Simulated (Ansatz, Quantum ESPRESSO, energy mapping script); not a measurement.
**NiO: J from the energies of magnetic orders**

How strongly do the moments of NiO couple under LDA+U (5.4 eV), QE, GBRV? The plan is to run several orders and fit a Heisenberg model.

Program: Quantum ESPRESSO 7.5. Level of theory: LDA with U = 5.4 eV on Ni d, ortho-atomic projectors; plane waves, U on orthogonalised atomic orbitals unless named otherwise, collinear spin, no spin–orbit coupling. Results are calculated unless marked as measured.

## Step 1: The structure

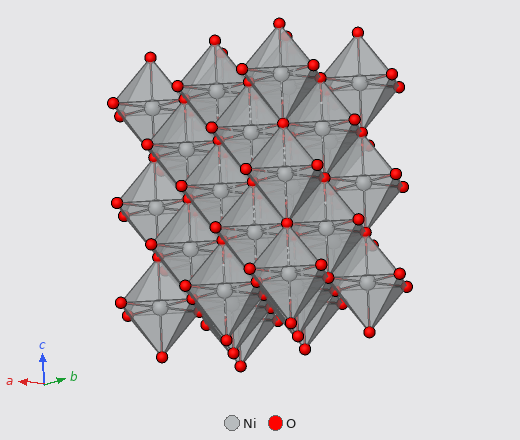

Start, viewed from a free direction; nickel light grey, oxygen red. 1×2×2 cells are drawn. This picture shows the conventional cell, with its axes. Some periodic images of atoms are drawn too.

Coordinates:

```cif
data_structure
_symmetry_space_group_name_H-M 'Fm-3m'
_symmetry_Int_Tables_number 225
_cell_length_a 4.1718
_cell_length_b 4.1718
_cell_length_c 4.1718
_cell_angle_alpha 90.000
_cell_angle_beta 90.000
_cell_angle_gamma 90.000
_cell_volume 72.61
loop_
_atom_site_label
_atom_site_type_symbol
_atom_site_symmetry_multiplicity
_atom_site_Wyckoff_symbol
_atom_site_fract_x
_atom_site_fract_y
_atom_site_fract_z
_atom_site_occupancy
Ni1 Ni 4 a 0.00000 0.00000 0.00000 1
O1 O 4 b 0.50000 0.00000 0.00000 1
```

A Hubbard U penalises fractional filling of the shell. It raises the cost of virtual hops to the neighbours, so couplings that rest on such hops usually weaken. These runs use Quantum ESPRESSO.

## Step 2: Order 1: parallel, cell A of 4 atoms

Each cell gets its own parallel run on the same mesh, so that most of the mesh error cancels in the differences.

The potential files are GBRV's for LDA; pw.x takes the functional from them.

Input file pw.in:

```
&control
  calculation = 'scf'
  prefix = 'pw'
  outdir = './tmp/'
  pseudo_dir = './pseudo/'
  verbosity = 'low'
/
&system
  ibrav = 0
  nat = 4
  ntyp = 2
  ecutwfc = 45
  ecutrho = 360
  nbnd = 38
  occupations = 'smearing'
  smearing = 'fd'
  degauss = 0.00367493
  nspin = 2
  starting_magnetization(1) = 0.1111
/
&electrons
  conv_thr = 1.0e-08
  electron_maxstep = 120
  mixing_beta = 0.3
  mixing_mode = 'plain'
/
ATOMIC_SPECIES
  Ni 58.6934 Ni.upf
  O 15.9990 O.upf
CELL_PARAMETERS angstrom
  0.00000000 -2.08590164 -2.08590164
  0.00000000 2.08590164 -2.08590164
  4.17180328 0.00000000 0.00000000
ATOMIC_POSITIONS crystal
  Ni 0.50000000 0.50000000 0.50000000
  Ni 0.00000000 0.00000000 0.00000000
  O 0.50000000 0.50000000 0.00000000
  O 0.00000000 0.00000000 0.50000000
K_POINTS automatic
  7 7 5 0 0 0
HUBBARD {ortho-atomic}
U Ni-3d 5.4
```

Started as:

```console
$ OMP_NUM_THREADS=1 mpirun -n 4 pw.x -nk 4 -in pw.in > pw.out
```

What it wrote:

```text
Program PWSCF v.7.5 starts
[...]
unit-cell volume          =     244.9842 (a.u.)^3
     number of atoms/cell      =            4
[...]
number of electrons       =        48.00
     number of Kohn-Sham states=           38
     kinetic-energy cutoff     =      45.0000  Ry
     charge density cutoff     =     360.0000  Ry
     scf convergence threshold =      1.0E-08
[...]
Exchange-correlation= SLA  PZ   NOGX NOGC
[...]
Hubbard projectors: ortho-atomic
     Hubbard parameters of DFT+U (Dudarev formulation) in eV:
[...]
atomic species   magnetization
[...]
16 Sym. Ops., with inversion, found
[...]
number of k points=    30  Fermi-Dirac smearing, width (Ry)=  0.0037
[...]
Number of occupied Hubbard levels =   16.0000
     Atomic wfc used for Hubbard projectors are orthogonalized
[...]
iteration #  1     ecut=    45.00 Ry     beta= 0.30
[...]
Number of occupied Hubbard levels =    7.8007
     total energy              =    -734.12198785 Ry
     estimated scf accuracy    <      57.15295333 Ry
     total magnetization       =     4.88 Bohr mag/cell
     absolute magnetization    =     4.95 Bohr mag/cell
     iteration #  2     ecut=    45.00 Ry     beta= 0.30
[...]
total energy              =    -747.51201927 Ry
     estimated scf accuracy    <      22.94798008 Ry
     total magnetization       =     0.38 Bohr mag/cell
     absolute magnetization    =     0.41 Bohr mag/cell
     iteration #  3     ecut=    45.00 Ry     beta= 0.30
[...]
total energy              =    -750.24998694 Ry
     estimated scf accuracy    <       0.73326324 Ry
     total magnetization       =     3.99 Bohr mag/cell
     absolute magnetization    =     4.00 Bohr mag/cell
     iteration #  4     ecut=    45.00 Ry     beta= 0.30
[...]
total energy              =    -750.61614904 Ry
     estimated scf accuracy    <       0.41384893 Ry
     total magnetization       =     3.99 Bohr mag/cell
     absolute magnetization    =     4.01 Bohr mag/cell
     iteration #  5     ecut=    45.00 Ry     beta= 0.30
[...]
total energy              =    -750.62351447 Ry
     estimated scf accuracy    <       0.00607214 Ry
     total magnetization       =     4.00 Bohr mag/cell
     absolute magnetization    =     4.02 Bohr mag/cell
     iteration #  6     ecut=    45.00 Ry     beta= 0.30
[...]
total energy              =    -750.62441952 Ry
     estimated scf accuracy    <       0.00029563 Ry
     total magnetization       =     4.00 Bohr mag/cell
     absolute magnetization    =     4.02 Bohr mag/cell
     iteration #  7     ecut=    45.00 Ry     beta= 0.30
[...]
total energy              =    -750.62450170 Ry
     estimated scf accuracy    <       0.00010842 Ry
     total magnetization       =     4.00 Bohr mag/cell
     absolute magnetization    =     4.02 Bohr mag/cell
     iteration #  8     ecut=    45.00 Ry     beta= 0.30
[...]
total energy              =    -750.62451210 Ry
     estimated scf accuracy    <       0.00002171 Ry
     total magnetization       =     4.00 Bohr mag/cell
     absolute magnetization    =     4.02 Bohr mag/cell
     iteration #  9     ecut=    45.00 Ry     beta= 0.30
[...]
total energy              =    -750.62451298 Ry
     estimated scf accuracy    <       0.00000859 Ry
     total magnetization       =     4.00 Bohr mag/cell
     absolute magnetization    =     4.02 Bohr mag/cell
     iteration # 10     ecut=    45.00 Ry     beta= 0.30
[...]
total energy              =    -750.62451365 Ry
     estimated scf accuracy    <       0.00000090 Ry
     total magnetization       =     4.00 Bohr mag/cell
     absolute magnetization    =     4.02 Bohr mag/cell
     iteration # 11     ecut=    45.00 Ry     beta= 0.30
[...]
total energy              =    -750.62451379 Ry
     estimated scf accuracy    <       0.00000001 Ry
     total magnetization       =     4.00 Bohr mag/cell
     absolute magnetization    =     4.02 Bohr mag/cell
     iteration # 12     ecut=    45.00 Ry     beta= 0.30
[...]
Magnetic moment per site  (integrated on atomic sphere of radius R)
     atom   1 (R=0.292)  charge= 15.6213  magn=  1.6861
     atom   2 (R=0.292)  charge= 15.6214  magn=  1.6861
     atom   3 (R=0.292)  charge=  5.6894  magn=  0.2538
     atom   4 (R=0.292)  charge=  5.6894  magn=  0.2538
     End of self-consistent calculation
     =================== HUBBARD OCCUPATIONS ===================
     ------------------------ ATOM    1 ------------------------
     Tr[ns(  1)] (up, down, total) =   4.97204  3.26784  8.23988
     Atomic magnetic moment for atom   1 =   1.70420
     SPIN  1
     eigenvalues:
       0.993  0.993  0.993  0.996  0.996
     eigenvectors (columns):
       0.000 -0.000  0.000  0.500 -0.866
       0.000 -0.291  0.957 -0.000  0.000
       1.000  0.000  0.000 -0.000 -0.000
      -0.000  0.000 -0.000 -0.866 -0.500
      -0.000  0.957  0.291  0.000  0.000
     occupation matrix ns (before diag.):
       0.996 -0.000 -0.000  0.000  0.000
      -0.000  0.993 -0.000  0.000  0.000
      -0.000 -0.000  0.993  0.000  0.000
       0.000  0.000  0.000  0.996 -0.000
[...]
SPIN  2
     eigenvalues:
[...]
eigenvectors (columns):
[...]
occupation matrix ns (before diag.):
[...]
------------------------ ATOM    2 ------------------------
     Tr[ns(  2)] (up, down, total) =   4.97204  3.26784  8.23988
     Atomic magnetic moment for atom   2 =   1.70420
     SPIN  1
     eigenvalues:
[...]
eigenvectors (columns):
[...]
occupation matrix ns (before diag.):
[...]
SPIN  2
     eigenvalues:
[...]
eigenvectors (columns):
[...]
occupation matrix ns (before diag.):
       0.152 -0.000 -0.000  0.000  0.000
      -0.000  0.988 -0.000  0.000  0.000
      -0.000 -0.000  0.988  0.000  0.000
       0.000  0.000  0.000  0.152 -0.000
       0.000  0.000  0.000 -0.000  0.988
     Number of occupied Hubbard levels =   16.4798
 ------ SPIN UP ------------
          k = 0.0000 0.0000 0.0000 (  1245 PWs)   bands (ev):
   -90.3095 -90.3058 -51.1210 -51.1039 -51.1039 -51.0925 -51.0920 -51.0920
    -5.9273  -4.5577   7.0912   7.2322   7.7478   7.7483   8.0291   8.0291
     8.0293   8.0859   8.9305   8.9933   8.9933   9.8664   9.8664  11.2574
    11.2574  11.2579  15.4927  19.6913  24.5139  25.7382  30.3066  30.3066
    31.4884  32.4634  32.4634  32.4635  35.7324  35.7325
          k = 0.1414 0.0000 0.0000 (  1241 PWs)   bands (ev):
   -90.3092 -90.3062 -51.1183 -51.1028 -51.1028 -51.0952 -51.0932 -51.0932
    -5.7658  -4.6385   6.4451   7.2470   7.3065   7.7801   7.9513   8.0237
     8.0237   8.0532   8.6625   8.6625   9.6963  10.2773  10.2773  11.1207
    11.2669  11.2669  16.4770  19.9849  24.4684  25.9437  29.4769  30.1797
    30.1797  31.4647  31.4647  32.5095  35.2287  37.4695
          k = 0.2828 0.0000 0.0000 (  1241 PWs)   bands (ev):
   -90.3083 -90.3071 -51.1112 -51.1024 -51.0998 -51.0998 -51.0961 -51.0961
    -5.3603  -4.9174   5.9910   6.3690   7.5028   7.7491   7.8637   7.9680
[...]
30.0527  30.0527  30.4056  30.4056  39.1946  40.7415
          k = 0.0000 0.1010-0.1010 (  1252 PWs)   bands (ev):
[...]
30.9193  31.0330  32.6773  33.5849  34.0046  36.0001
          k = 0.1414 0.1010-0.1010 (  1245 PWs)   bands (ev):
[...]
31.0581  31.0891  31.2626  33.8492  34.3997  35.7508
          k = 0.2828 0.1010-0.1010 (  1237 PWs)   bands (ev):
[...]
29.6056  29.9296  31.4509  32.3181  37.2124  38.4841
          k = 0.0000 0.2020-0.2020 (  1244 PWs)   bands (ev):
[...]
29.2909  30.9669  32.7847  33.3428  35.5807  37.1467
          k = 0.1414 0.2020-0.2020 (  1249 PWs)   bands (ev):
[...]
29.3095  29.8450  33.1716  34.2966  35.0675  36.6530
          k = 0.2828 0.2020-0.2020 (  1239 PWs)   bands (ev):
[...]
28.5945  28.7990  34.0096  34.4734  36.0701  37.8294
          k = 0.0000 0.3030-0.3030 (  1242 PWs)   bands (ev):
[...]
28.8289  29.2916  34.5225  35.6471  36.2984  37.6431
          k = 0.1414 0.3030-0.3030 (  1248 PWs)   bands (ev):
[...]
k = 0.2828 0.3030-0.3030 (  1240 PWs)   bands (ev):
[...]
k = 0.0000 0.0000-0.2020 (  1237 PWs)   bands (ev):
[...]
[... cut ...]
[...]
------ SPIN DOWN ----------
          k = 0.0000 0.0000 0.0000 (  1245 PWs)   bands (ev):
[...]
k = 0.1414 0.0000 0.0000 (  1241 PWs)   bands (ev):
[...]
k = 0.2828 0.0000 0.0000 (  1241 PWs)   bands (ev):
[...]
k = 0.1414 0.1010-0.5051 (  1257 PWs)   bands (ev):
[...]
29.6271  29.9078  32.1040  32.9233  39.8400  41.4378
          k = 0.2828 0.1010-0.5051 (  1261 PWs)   bands (ev):
[...]
28.9217  29.1033  34.6477  34.7533  37.9204  38.1164
          k = 0.0000 0.0000-0.6061 (  1246 PWs)   bands (ev):
[...]
30.2454  30.6715  30.6715  31.3813  42.9035  43.1016
          k = 0.1414 0.0000-0.6061 (  1262 PWs)   bands (ev):
[...]
15.6688  15.7855  21.0106  21.1259  24.7528  24.8180  25.3177  25.7700
    29.8374  30.1749  31.7915  31.8740  41.2703  41.5863
          k = 0.2828 0.0000-0.6061 (  1255 PWs)   bands (ev):
   -88.0700 -88.0700 -48.9624 -48.9612 -48.9579 -48.9555 -48.9484 -48.9480
    -3.7371  -3.7047   7.3917   7.5813   7.6208   7.9090   9.3955   9.4658
    10.3487  10.4381  10.7086  10.7972  10.9746  11.0476  15.4499  15.5316
    16.0853  16.1084  22.4781  22.5584  24.4065  24.4111  24.7773  25.0406
    28.3234  28.5402  34.3882  34.4832  37.7641  37.7785
     the Fermi energy is    13.9704 ev
!    total energy              =    -750.62451384 Ry
     estimated scf accuracy    <          8.5E-09 Ry
     smearing contrib. (-TS)   =      -0.00000001 Ry
     internal energy E=F+TS    =    -750.62451384 Ry
     The total energy is F=E-TS. E is the sum of the following terms:
     one-electron contribution =    -432.56366690 Ry
     hartree contribution      =     244.80491335 Ry
     xc contribution           =     -84.54660971 Ry
     ewald contribution        =    -478.44661533 Ry
     Hubbard energy            =       0.12746477 Ry
     total magnetization       =     4.00 Bohr mag/cell
     absolute magnetization    =     4.02 Bohr mag/cell
     convergence has been achieved in  12 iterations
=------------------------------------------------------------------------------=
   JOB DONE.
=------------------------------------------------------------------------------=
```

It took 16 s on 4 MPI ranks of Arm Neoverse V1, shared host; peak memory 0.39 GiB; 63 s of CPU time.

Spin moment in the sphere by atom:

```tsv
atom	spin moment in the sphere (μB)
Ni1	1.69
Ni2	1.69
O3	0.25
O4	0.25
```

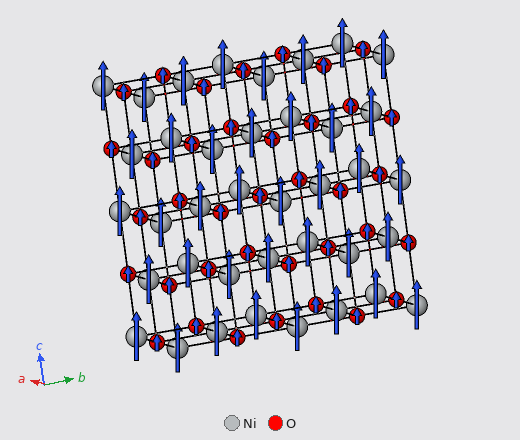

Spin moment in the sphere as arrows, the longest 1.69 μB. Up and down stand for the sign. Arrows give size and sign along the axis of quantisation, drawn up and down the page. Each arrow also spans its atom, so small moments look longer than they are. 1×2×2 conventional cells are drawn. Some periodic images of atoms are drawn too.

The run ends ferromagnetic.

## Step 3: Compensated +− start in cell A (4 atoms)

This order reverses 8 of the 12 neighbours at 2.95 Å, 0 of the 6 neighbours at 4.17 Å and 16 of the 24 neighbours at 5.11 Å, counted for an average magnetic atom.

pw.in: that of step 2 with these lines changed.

```diff
@@ -10,6 +10,6 @@
   nat = 4
-  ntyp = 2
+  ntyp = 3
   ecutwfc = 45
   ecutrho = 360
-  nbnd = 38
+  nbnd = 36
   occupations = 'smearing'
@@ -19,2 +19,3 @@
   starting_magnetization(1) = 0.1111
+  starting_magnetization(2) = -0.1111
 /
@@ -27,3 +28,4 @@
 ATOMIC_SPECIES
-  Ni 58.6934 Ni.upf
+  Ni1 58.6934 Ni.upf
+  Ni2 58.6934 Ni.upf
   O 15.9990 O.upf
@@ -34,4 +36,4 @@
 ATOMIC_POSITIONS crystal
-  Ni 0.50000000 0.50000000 0.50000000
-  Ni 0.00000000 0.00000000 0.00000000
+  Ni1 0.50000000 0.50000000 0.50000000
+  Ni2 0.00000000 0.00000000 0.00000000
   O 0.50000000 0.50000000 0.00000000
@@ -41,2 +43,3 @@
 HUBBARD {ortho-atomic}
-U Ni-3d 5.4
+U Ni1-3d 5.4
+U Ni2-3d 5.4
```

What it wrote:

```text
[banner, memory and clock lines left out]
Program PWSCF v.7.5 starts
[...]
unit-cell volume          =     244.9842 (a.u.)^3
     number of atoms/cell      =            4
[...]
number of electrons       =        48.00
     number of Kohn-Sham states=           36
     kinetic-energy cutoff     =      45.0000  Ry
     charge density cutoff     =     360.0000  Ry
     scf convergence threshold =      1.0E-08
[...]
Exchange-correlation= SLA  PZ   NOGX NOGC
[...]
Hubbard projectors: ortho-atomic
     Hubbard parameters of DFT+U (Dudarev formulation) in eV:
[...]
atomic species   magnetization
[...]
16 Sym. Ops., with inversion, found
[...]
number of k points=    30  Fermi-Dirac smearing, width (Ry)=  0.0037
[...]
Number of occupied Hubbard levels =   16.0000
     Atomic wfc used for Hubbard projectors are orthogonalized
[...]
iteration #  1     ecut=    45.00 Ry     beta= 0.30
[...]
Number of occupied Hubbard levels =    7.7346
     total energy              =    -733.78226571 Ry
     estimated scf accuracy    <      57.81431782 Ry
     total magnetization       =    -0.00 Bohr mag/cell
     absolute magnetization    =     4.56 Bohr mag/cell
     iteration #  2     ecut=    45.00 Ry     beta= 0.30
[...]
total energy              =    -747.51362516 Ry
     estimated scf accuracy    <      23.43183376 Ry
     total magnetization       =     0.00 Bohr mag/cell
     absolute magnetization    =     0.26 Bohr mag/cell
     iteration #  3     ecut=    45.00 Ry     beta= 0.30
[...]
total energy              =    -750.24616164 Ry
     estimated scf accuracy    <       0.74452946 Ry
     total magnetization       =     0.00 Bohr mag/cell
     absolute magnetization    =     3.72 Bohr mag/cell
[...]
total energy              =    -750.62160301 Ry
[...]
iteration # 11     ecut=    45.00 Ry     beta= 0.30
[...]
total energy              =    -750.62160309 Ry
     estimated scf accuracy    <       0.00000001 Ry
     total magnetization       =     0.00 Bohr mag/cell
     absolute magnetization    =     3.78 Bohr mag/cell
     iteration # 12     ecut=    45.00 Ry     beta= 0.30
[...]
Magnetic moment per site  (integrated on atomic sphere of radius R)
     atom   1 (R=0.292)  charge= 15.6167  magn=  1.6985
     atom   2 (R=0.292)  charge= 15.6167  magn= -1.6985
     atom   3 (R=0.292)  charge=  5.6925  magn= -0.0869
[...]
SPIN  2
     eigenvalues:
[...]
eigenvectors (columns):
[...]
occupation matrix ns (before diag.):
[...]
------------------------ ATOM    2 ------------------------
     Tr[ns(  2)] (up, down, total) =   3.25870  4.97156  8.23026
     Atomic magnetic moment for atom   2 =  -1.71287
     SPIN  1
     eigenvalues:
[...]
eigenvectors (columns):
[...]
occupation matrix ns (before diag.):
[...]
SPIN  2
     eigenvalues:
[...]
eigenvectors (columns):
[...]
occupation matrix ns (before diag.):
[...]
0.000  0.000  0.000  0.996 -0.000
       0.000  0.000  0.000 -0.000  0.993
     Number of occupied Hubbard levels =   16.4605
 ------ SPIN UP ------------
          k = 0.0000 0.0000 0.0000 (  1245 PWs)   bands (ev):
   -90.3635 -88.1140 -51.1628 -51.1515 -51.1515 -48.9940 -48.9831 -48.9831
    -5.7151  -4.1558   7.2773   7.4635   7.8653   8.2735   8.3073   8.3073
     9.0607  10.0899  10.0899  10.1155  10.1155  11.5138  11.5250  11.5250
[...]
31.4936  32.6741  32.6741  32.6833
          k = 0.1414 0.0000 0.0000 (  1241 PWs)   bands (ev):
[...]
30.3849  31.6800  31.6800  32.7847
          k = 0.2828 0.0000 0.0000 (  1241 PWs)   bands (ev):
[...]
30.2285  30.2285  30.6313  30.6313
          k = 0.0000 0.1010-0.1010 (  1252 PWs)   bands (ev):
[...]
k = 0.1414 0.1010-0.1010 (  1245 PWs)   bands (ev):
[...]
k = 0.2828 0.1010-0.1010 (  1237 PWs)   bands (ev):
[...]
[... cut ...]
[...]
------ SPIN DOWN ----------
          k = 0.0000 0.0000 0.0000 (  1245 PWs)   bands (ev):
[...]
k = 0.1414 0.0000 0.0000 (  1241 PWs)   bands (ev):
[...]
k = 0.2828 0.0000 0.0000 (  1241 PWs)   bands (ev):
[...]
k = 0.1414 0.0000-0.6061 (  1262 PWs)   bands (ev):
[...]
29.5698  29.9855  31.5647  31.6565
          k = 0.2828 0.0000-0.6061 (  1255 PWs)   bands (ev):
[...]
8.9992   9.2542   9.7680   9.8184  10.6476  10.7268  10.7685  11.6164
    15.4765  16.0706  22.0087  22.4443  24.1815  24.2217  24.5829  24.8401
    28.0476  28.3687  34.1785  34.2841
     the Fermi energy is    14.1045 ev
!    total energy              =    -750.62160314 Ry
     estimated scf accuracy    <          5.5E-09 Ry
     smearing contrib. (-TS)   =      -0.00000000 Ry
     internal energy E=F+TS    =    -750.62160313 Ry
     The total energy is F=E-TS. E is the sum of the following terms:
     one-electron contribution =    -432.47852294 Ry
     hartree contribution      =     244.71908721 Ry
     xc contribution           =     -84.53970260 Ry
     ewald contribution        =    -478.44661533 Ry
     Hubbard energy            =       0.12415053 Ry
     total magnetization       =    -0.00 Bohr mag/cell
     absolute magnetization    =     3.78 Bohr mag/cell
     convergence has been achieved in  12 iterations
```

It took 16 s on 4 MPI ranks; peak memory 0.39 GiB; 62 s of CPU time.

Spin moment in the sphere by atom:

```tsv
atom	spin moment in the sphere (μB)
Ni1	1.70
Ni2	-1.70
O3	-0.09
O4	0.09
```

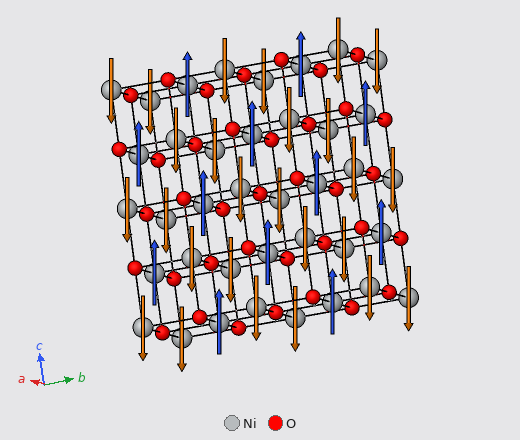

Spin moment in the sphere as arrows, the longest 1.70 μB. Up and down stand for the sign. Arrows give size and sign along the axis of quantisation, drawn up and down the page. The two directions have two colours. 1×2×2 conventional cells are drawn. Some periodic images of atoms are drawn too.

The run ends antiferromagnetic, 19.80 meV a magnetic atom above the parallel order of its cell.

(Part 1 of 2 ends here.)

[Logs and program files are shortened in this print: banners, set-up blocks, solver, clock and traceback lines can be left out without a mark of their own.]

[Logs are printed without paths, hosts, clocks, repeated set-up lines and the standing remarks that a program may print on its own settings, such as how far it seeks lower states.]

[Hosts, paths, dates, database ids (printed as entryN), source tags and the programs' standing remarks are cut or masked in the printed files.]

[Where a cell is said to come from a database of computed structures, the database is the Materials Project.]
